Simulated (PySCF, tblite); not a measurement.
**C2H6BN2Si radical: geometry, infrared bands and EPR parameters**

What infrared bands and EPR parameters should C2H6BN2Si radical (`[C]#C[SiH2]NBN`) show?

Computed with tblite 0.8.0 and PySCF 2.14.0, with density-fitted response routines of our own, on a single molecule in the gas phase. Atoms are numbered from 0 throughout.

### Step 1. Starting geometry

12 atoms, charge 0, multiplicity 2; geometry from: force field or distance geometry start.

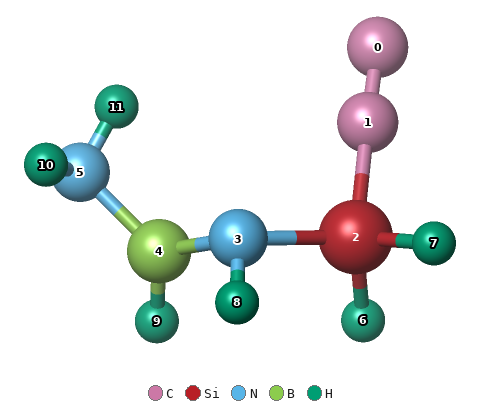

The starting geometry (carbon pink, silicon red, nitrogen blue, boron green, hydrogen teal), atoms numbered.

### Step 2. Geometry optimisation with GFN2-xTB

What the job is given:

```
{"job": {"kind": "relax", "xc": "GFN2-xTB", "basis": "xTB"}, "charge": 0, "multiplicity": 2}
C      2.679100    -0.220400    -1.736200
C      2.096200    -0.189800    -0.683100
Si     1.248500    -0.162700     0.929800
N     -0.350300     0.658500     0.736900
B     -1.261000    -0.269300    -0.052500
N     -1.839200     0.201800    -1.389700
H      1.056300    -1.529000     1.419000
H      2.062300     0.595300     1.896300
H     -0.760900     0.729400     1.700900
H     -1.541300    -1.343700     0.352700
H     -2.359700     1.085400    -1.200800
H     -1.028800     0.443900    -1.999300
```

Command:

```bash
$ OMP_NUM_THREADS=1 python probes_run.py task.json out
```

One launch serves the whole session: the jobs run in the order shown.

The log of the run:

```text
step      E/eV     max force
  0    -434.65787    2.042
  1    -434.84375    2.074
  2    -434.84797    3.388
  3    -434.97229    0.413
  4    -434.98443    0.327
  5    -435.00382    0.494
  6    -435.01769    0.613
  7    -435.05102    0.583
  8    -435.07944    0.455
  9    -435.10333    0.435
 10    -435.12287    0.401
 11    -435.14472    0.382
 12    -435.17232    0.551
 13    -435.20068    0.879
 14    -435.25038    0.785
 15    -435.32566    0.873
 16    -435.48741    1.609
 17    -435.54026    1.077
 18    -435.64769    1.144
 19    -435.71175    0.776
 20    -435.81089    0.898
 21    -435.86556    0.974
 22    -435.89935    1.025
 23    -435.93326    0.777
 24    -435.95325    0.364
 25    -435.97969    0.439
 26    -436.01423    0.508
 27    -436.04219    0.475
 28    -436.06229    0.547
 29    -436.08504    0.524
 30    -436.10337    0.541
 31    -436.12021    0.390
 32    -436.13151    0.426
 33    -436.14882    0.414
 34    -436.15940    0.301
 35    -436.16717    0.227
 36    -436.17290    0.205
 37    -436.17748    0.249
 38    -436.18139    0.168
 39    -436.18438    0.164
 40    -436.18660    0.124
 41    -436.18840    0.248
 42    -436.19022    0.169
 43    -436.19203    0.106
 44    -436.19332    0.087
 45    -436.19435    0.100
 46    -436.19549    0.166
 47    -436.19717    0.193
 48    -436.19954    0.198
 49    -436.20224    0.158
 50    -436.20453    0.132
 51    -436.20621    0.120
 52    -436.20789    0.147
 53    -436.20995    0.183
 54    -436.21294    0.204
 55    -436.21718    0.228
 56    -436.22201    0.221
 57    -436.22587    0.154
 58    -436.22731    0.306
 59    -436.22962    0.136
 60    -436.23131    0.121
 61    -436.24078    0.231
 62    -436.24803    0.333
 63    -436.25526    0.429
 64    -436.26080    0.188
 65    -436.26447    0.265
 66    -436.26850    0.278
 67    -436.27457    0.260
 68    -436.27746    0.345
 69    -436.28125    0.209
 70    -436.28512    0.175
 71    -436.28767    0.158
 72    -436.29313    0.176
 73    -436.30016    0.417
 74    -436.30435    0.338
 75    -436.30954    0.407
 76    -436.31413    0.472
 77    -436.32065    0.378
 78    -436.33369    0.282
 79    -436.34053    0.386
 80    -436.34751    0.541
 81    -436.35558    0.428
 82    -436.36303    0.193
 83    -436.37223    0.481
 84    -436.37944    0.665
 85    -436.38998    0.644
 86    -436.40529    0.325
 87    -436.41782    0.888
 88    -436.43608    0.609
 89    -436.44174    0.468
 90    -436.45148    0.267
 91    -436.45524    0.191
 92    -436.46269    0.186
 93    -436.47495    0.770
 94    -436.47433    1.008
 95    -436.48626    0.671
 96    -436.48451    0.815
 97    -436.49769    0.406
 98    -436.50503    0.400
 99    -436.51627    0.620
100    -436.52591    0.572
101    -436.53517    0.414
102    -436.54024    0.218
103    -436.54329    0.294
104    -436.54623    0.125
105    -436.54801    0.490
106    -436.55017    0.259
107    -436.55247    0.129
108    -436.55499    0.143
109    -436.55630    0.130
110    -436.55707    0.210
111    -436.55800    0.188
112    -436.55899    0.128
113    -436.55954    0.068
114    -436.55981    0.052
115    -436.56001    0.035
116    -436.56025    0.051
117    -436.56047    0.027
118    -436.56066    0.050
119    -436.56078    0.026
120    -436.56086    0.022
121    -436.56090    0.020
122    -436.56093    0.010
123    -436.56095    0.014
124    -436.56097    0.014
125    -436.56099    0.011
126    -436.56101    0.017
127    -436.56102    0.023
128    -436.56104    0.027
129    -436.56105    0.025
130    -436.56106    0.014
131    -436.56107    0.005
```

Run time: 0.84 s. Hardware: 1 thread of Arm Neoverse V2, shared host.

Relaxation path: (not every step is listed)

```tsv
step	energy from step 0 (eV)	largest force (eV/Å)
0	0.0000	2.0417
1	-0.1859	2.0737
2	-0.1901	3.3884
3	-0.3144	0.4133
4	-0.3266	0.3266
5	-0.3460	0.4935
6	-0.3598	0.6130
7	-0.3931	0.5830
8	-0.4216	0.4545
19	-1.0539	0.7760
30	-1.4455	0.5410
41	-1.5305	0.2475
52	-1.5500	0.1467
63	-1.5974	0.4287
74	-1.6465	0.3379
85	-1.7321	0.6442
96	-1.8266	0.8148
107	-1.8946	0.1295
118	-1.9028	0.0499
126	-1.9031	0.0167
127	-1.9031	0.0228
128	-1.9032	0.0270
129	-1.9032	0.0248
130	-1.9032	0.0142
131	-1.9032	0.0050
```

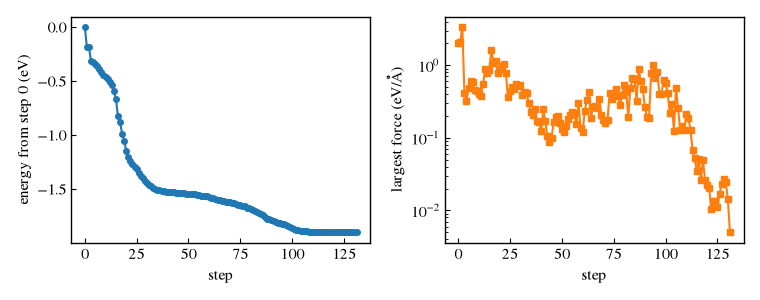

Energy and largest force along the relaxation.

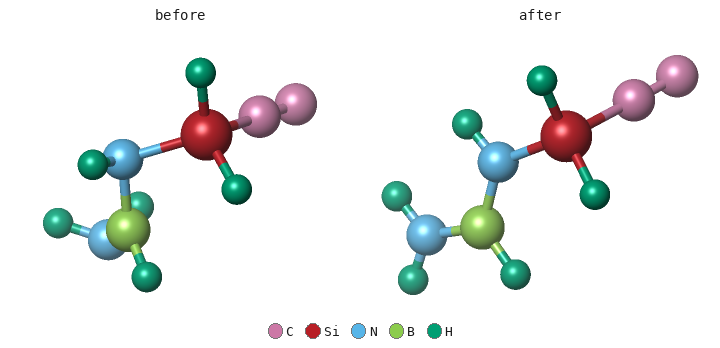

The geometry before (left) and after (right).

Distances of close pairs at the start and the end, largest changes first:

```tsv
bond	before (Å)	after (Å)	change (Å)
B4–N5	1.531	1.393	-0.138
N3–B4	1.521	1.424	-0.097
Si2–N3	1.808	1.725	-0.083
C1–Si2	1.822	1.875	+0.053
N3–H8	1.050	1.011	-0.040
N5–H10	1.043	1.004	-0.039
N5–H11	1.043	1.006	-0.036
B4–H9	1.182	1.169	-0.013
```

The final coordinates are the input of the step that follows.

### Step 3. Harmonic vibrations with GFN2-xTB

What the job is given:

```
{"job": {"kind": "ir", "xc": "GFN2-xTB", "basis": "xTB"}, "charge": 0, "multiplicity": 2}
C      3.518529    -0.385610    -1.178104
C      2.653525    -0.379478    -0.345037
Si     1.322392    -0.349466     0.975058
N     -0.107900     0.360369     0.323127
B     -1.249589    -0.252849    -0.268100
N     -2.247748     0.537191    -0.833472
H      1.052097    -1.726040     1.384130
H      1.793284     0.540060     2.046237
H     -0.093896     1.369205     0.264498
H     -1.355215    -1.417097    -0.259179
H     -3.076940     0.161328    -1.256553
H     -2.207342     1.541701    -0.878631
```

The log of the run:

```text
mode    cm-1     km/mol
  1      42.3      2.66
  2      73.4      6.69
  3     149.6      4.05
  4     186.1      0.23
  5     203.9      1.43
  6     233.1      4.67
  7     376.1      4.63
  8     459.6     73.53
  9     504.0     59.19
 10     516.8     89.62
 11     569.3     30.89
 12     605.4     80.76
 13     622.2     74.93
 14     692.3    207.24
 15     736.4    197.94
 16     769.1     84.98
 17     809.9     30.82
 18     912.3     89.01
 19    1039.9      2.87
 20    1166.3    122.08
 21    1211.2      0.32
 22    1378.3    588.25
 23    1540.9    139.97
 24    2185.8    280.47
 25    2197.4     70.17
 26    2260.9    239.89
 27    2645.2    160.42
 28    3427.4      6.27
 29    3491.2      6.55
 30    3546.3      1.39
```

It took 0.23 s on 1 thread of Arm Neoverse V2, shared host.

Which atoms move in the most intense modes:

```tsv
cm⁻¹	km/mol	atoms
692	207.2	H7 47 %, H6 35 %, Si2 11 %
736	197.9	H7 40 %, H6 40 %
1166	122.1	B4 38 %, N3 29 %, N5 14 %
1378	588.2	B4 54 %, N3 16 %
1541	140.0	H11 40 %, H10 39 %, N5 17 %
2186	280.5	H7 85 %
2261	239.9	H6 96 %
2645	160.4	H9 92 %
```

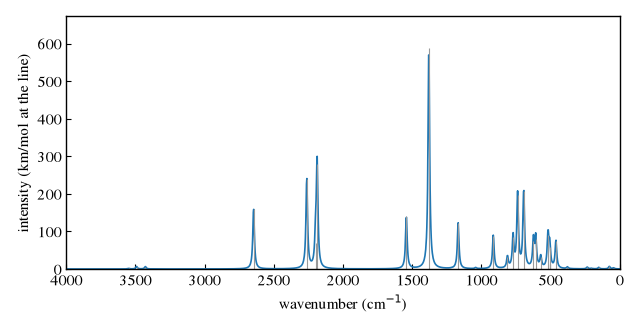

The infrared spectrum from these modes, unscaled. Lines are broadened to a width of 14 cm⁻¹ (Lorentzian).

### Step 4. EPR parameters: B3LYP/pcH-1

Same as in step 3 but for these lines:

```diff
@@ -1,2 +1,2 @@
-{"job": {"kind": "ir", "xc": "GFN2-xTB", "basis": "xTB"}, "charge": 0, "multiplicity": 2}
+{"job": {"kind": "epr", "basis": "pcH-1"}, "charge": 0, "multiplicity": 2}
 C      3.518529    -0.385610    -1.178104
```

With the program's defaults for keys left out, this is: UKS B3LYP, pcH-1 on B C H N Si, non-relativistic, mean-field spin-orbit, GIAO.

The log of the run:

```text
UKS, coarse grid
  cycle   1  E = -503.51830133  |g| = 4.13e-01
  cycle   2  E = -503.42042726  |g| = 5.69e-01
  cycle   3  E = -503.59504366  |g| = 2.59e-01
  cycle   4  E = -503.62222060  |g| = 1.55e-01
  cycle   5  E = -503.63643710  |g| = 2.85e-02
  cycle   6  E = -503.63733113  |g| = 1.49e-02
  cycle   7  E = -503.63754832  |g| = 1.03e-02
  cycle   8  E = -503.63765855  |g| = 4.64e-03
  cycle   9  E = -503.63771614  |g| = 2.38e-03
  cycle  10  E = -503.63775049  |g| = 1.70e-03
  cycle  11  E = -503.63776916  |g| = 1.34e-03
  cycle  12  E = -503.63778280  |g| = 9.75e-04
  cycle  13  E = -503.63779161  |g| = 7.85e-04
UKS, final grid
  cycle   1  E = -503.63774452  |g| = 1.54e-03
  cycle   2  E = -503.63773963  |g| = 3.74e-03
  cycle   3  E = -503.63774720  |g| = 4.30e-04
  cycle   4  E = -503.63774788  |g| = 3.59e-04
  cycle   5  E = -503.63774992  |g| = 1.72e-04
  cycle   6  E = -503.63775019  |g| = 1.05e-04
  cycle   7  E = -503.63775030  |g| = 8.68e-05
  cycle   8  E = -503.63775032  |g| = 2.40e-05
  cycle   9  E = -503.63775032  |g| = 9.27e-06
E = -503.63775032 Eh   <S^2> = 0.7689 (exact 0.7500)
g shifts (ppm)      1          2          3
  rmc          -175       -175       -175
  gc             13         15         11
  oz_so        -230        195        317
  total        -392         35        153
hyperfine (MHz)  atom isotope    a_iso     a_fc   dipolar eigenvalues
    0   13C     857.89     857.97    -56.93    -56.41    113.34
    1   13C     104.78     104.89    -30.00    -29.07     59.07
    2  29Si     -10.91     -10.93     -7.98      3.82      4.16
    3   14N       0.04       0.04     -1.29     -1.19      2.48
    4   11B      -0.70      -0.70     -0.23     -0.19      0.42
    5   14N       0.32       0.32     -0.37     -0.31      0.68
    6    1H       0.54       0.54     -1.04     -0.74      1.78
    7    1H       1.37       1.37     -1.06     -0.74      1.79
    8    1H      -1.46      -1.46     -1.83      0.27      1.55
    9    1H       0.05       0.05     -0.57     -0.35      0.91
   10    1H      -0.56      -0.56     -0.62     -0.23      0.85
   11    1H      -0.52      -0.52     -0.48      0.01      0.47
```

Run time: 42 s. Hardware: 1 thread of Arm Neoverse V2, shared host; peak memory 0.82 GiB.

Principal g values 2.00193, 2.00235, 2.00247; g(iso) = 2.00225, against 2.00232 for a free electron.

Hyperfine couplings; where a row names several nuclei, a(iso) is their mean (it holds for fast rotation or exchange) and the dipolar term the largest among them:

```tsv
nuclei	isotope	a(iso) (MHz)	a(iso) (G, at g = 2.0023)	largest dipolar term (MHz)
C0	13C	857.9	306.1	113.3
C1	13C	104.8	37.4	59.1
Si2	29Si	-10.9	-3.9	-8.0
H8	1H	-1.5	-0.5	-1.8
H6, H7	1H	1.0	0.3	1.8
B4	11B	-0.7	-0.2	0.4
H10, H11	1H	-0.5	-0.2	0.8
N5	14N	0.3	0.1	0.7
H9	1H	0.1	0.0	0.9
N3	14N	0.0	0.0	2.5
```

Mulliken spin populations:

```tsv
atom	value (e)
C0	1.10
C1	-0.16
Si2	0.03
N3	0.02
B4	0.00
N5	0.01
H6	0.00
H7	0.00
H8	0.00
H9	0.00
H10	0.00
H11	0.00
```

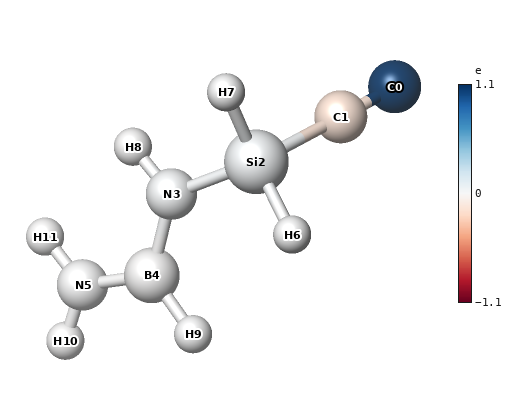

Mulliken spin populations, as colours on the atoms.

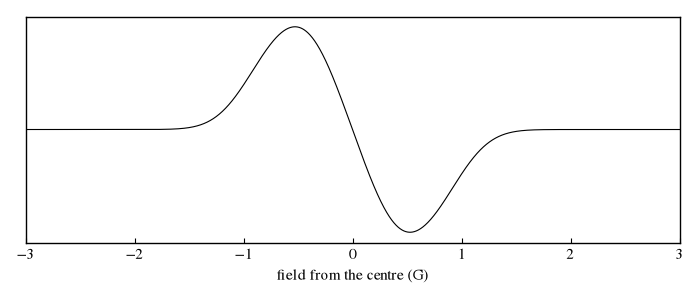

First-order isotropic spectrum (first derivative, main isotopes with spin only, couplings over 0.8 MHz, Gaussian width 0.3 G; couplings of the frozen geometry, rotation of groups not averaged beyond the rows shown).

Orbitals, density, ELF and potential are computed afterwards from the orbital file.

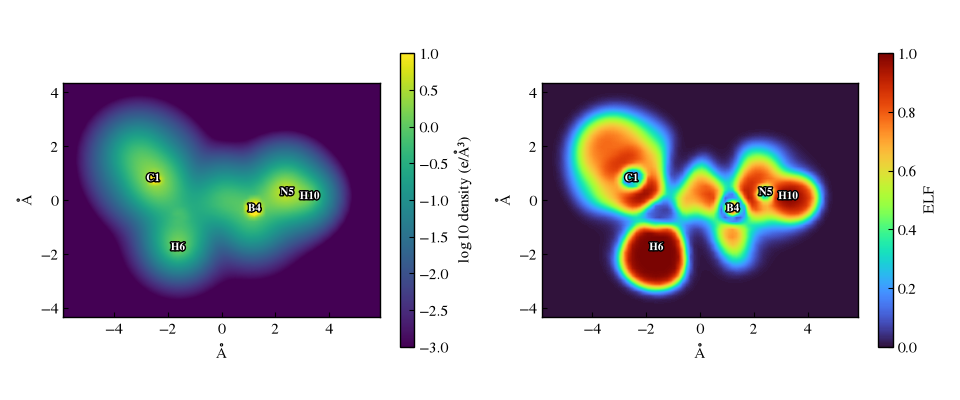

Density (left) and ELF (right) in a plane through or near 5 of the atoms.

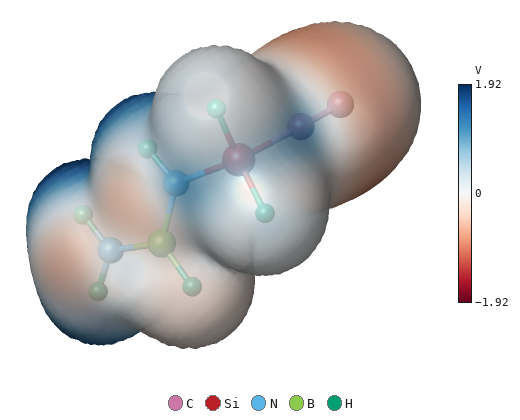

Electrostatic potential on the surface of density 0.002 e/bohr³; red is low, blue high. It runs from -0.86 V near C0 to 1.92 V near H8.

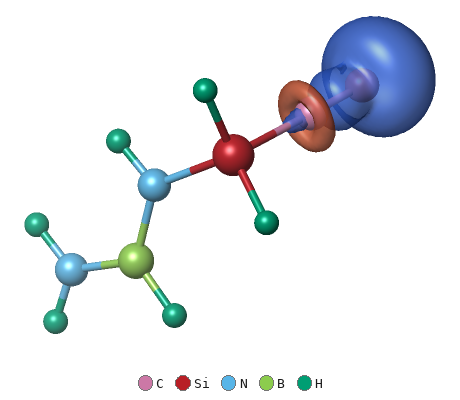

Spin density at ±0.05 e/Å³ (alpha excess blue, beta excess red).

### Step 5. Summary of results

| quantity | value |
| --- | --- |
| strongest single infrared mode (GFN2-xTB) | 1378 cm⁻¹, 588 km/mol |
| zero-point energy (GFN2-xTB) | 49.4 kcal/mol |
| g(iso) (B3LYP) | 2.00225 |
| ⟨S²⟩ | 0.769 (exact 0.75) |
| largest a(iso) (averaged by class) | 13C on C0, 857.9 MHz |
| surface potential, least and greatest | -0.86 V and 1.92 V |

What this shows: The optimisation took 131 steps and gained 1.903 eV; among the close pairs (by a distance rule), B4–N5 changed most, from 1.531 to 1.393 Å. All 30 modes are real, so the xTB geometry is a minimum. The strongest single mode, at 1378 cm⁻¹, moves mainly B4. Unscaled tight-binding wavenumbers are off by several per cent, some by more. Its intensities can rank the bands wrongly. C0 carries the largest spin population, 1.10 e. The isotropic g lies 0.1 ppt below the free-electron value.
